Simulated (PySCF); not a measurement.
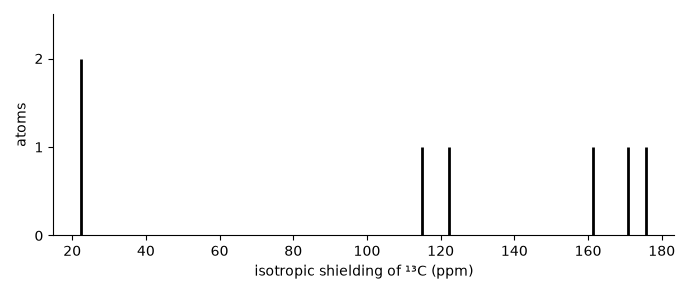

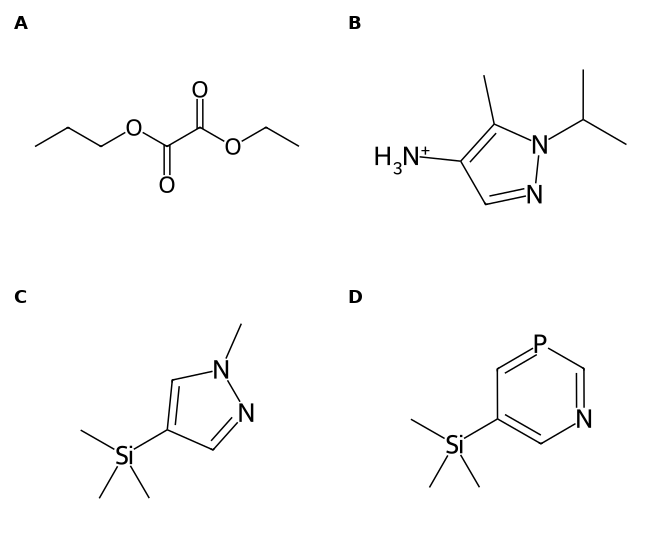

The sticks are computed shieldings of one of the molecules, for one fixed geometry (GFN2-xTB) without averaging over rotations. Low shielding means a high chemical shift. Method: GIAO PBE0/pcSseg-1 NMR shielding, non-relativistic, gas phase (PySCF 2.14.0).

### Which molecule gives this pattern?

A, `CCCOC(=O)C(=O)OCC`. Its 7 C atoms give lines at 22.5 (2 atoms), 115.1, 122.2, 161.3, 170.7, 175.8 ppm.

The geometry is semi-empirical. Around P, Si such bond lengths and angles can be off by a tenth of an ångström or more and by several degrees, and values that hang on the shape move with them.
